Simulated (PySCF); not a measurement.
SMILES [O+]#[C-]->[W](<-[C-]#[O+])(<-[C-]#[O+])(<-[C-]#[O+])(<-[C-]#[O+])<-[C-]#[O+], PBE0/def2-SVP optimised geometry. Atoms within 1.6 Å of the plane z = 1.0 Å (x, y, z in Å): W1 (0.00, 0.00, 0.00), O2 (0.00, -3.07, 0.95), C3 (0.00, -1.98, 0.61), O6 (3.22, 0.00, 0.00), C7 (2.07, 0.00, 0.00), O8 (-3.22, 0.00, 0.00), C9 (-2.07, 0.00, 0.00), C11 (0.00, 0.61, 1.98).

Calculation: PBE0/def2-TZVP, def2 effective core potentials past Kr (PySCF). The core electrons that the potentials of W replace are not part of the density. Cells within 0.4 Å of a nucleus heavier than hydrogen are left out (blank, or x).

Map of the electron localisation function on the plane z = 1.0 Å:

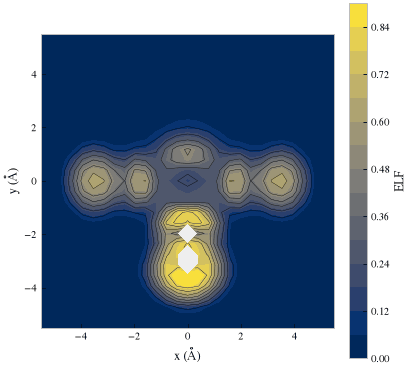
*Electron localisation function on the plane z = 1.0 Å.*
